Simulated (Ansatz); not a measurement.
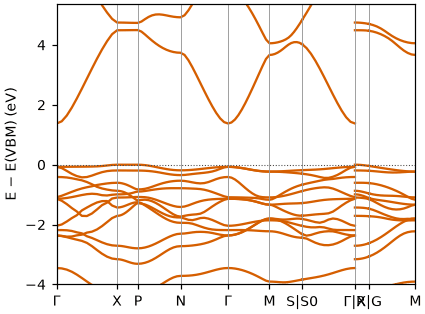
Figure. Band structure from plane-wave PAW PBE (Ansatz code)

The gap is 1.38 eV; an edge lies off the plotted path or next to a special point (maximum on the X–P line, 4 % of the way from X, minimum at Γ).

The material is MgIn$_{2}$O$_{4}$ in space group I-4 (No. 82; In on 2b, In on 2d, Mg on 2a, O on 8g).

A made-up cell: these elements were put on the sites of a structure type; neither database checked (COD, Materials Project) lists it. Whether it is the stable phase at ambient conditions was not checked. The cell was relaxed with PBE under the symmetry of its start; whether a distortion lowers the energy is not shown. Spin–orbit coupling is left out wherever it is not named.

Potentials: the earlier of the program's two PAW sets.
